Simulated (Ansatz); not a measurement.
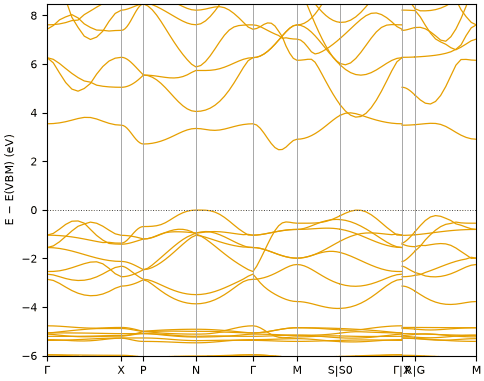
Figure. Band structure from the program Ansatz at the r²SCAN level (PAW)

The gap is 2.47 eV; an edge lies off the plotted path or next to a special point (maximum off the standard path, minimum on the Γ–M line, 61 % of the way from Γ).

The material is HgBr in space group I4/mmm (No. 139; Hg on 4e, Br on 4e).

The first step of the workflow began from a Materials Project structure, measured or hypothetical; the Crystallography Open Database files this formula in space group No. 139, but the cells were not matched. Whether it is the stable phase at ambient conditions was not checked. Symmetry was held in the r²SCAN relaxation; whether a distortion lowers the energy is not shown. A crystal of weakly bound molecules computed without a dispersion correction: the cell and the soft elastic constants depend strongly on that. Spin–orbit coupling is left out wherever it is not named.

Potentials: the later of the program's two PAW sets.
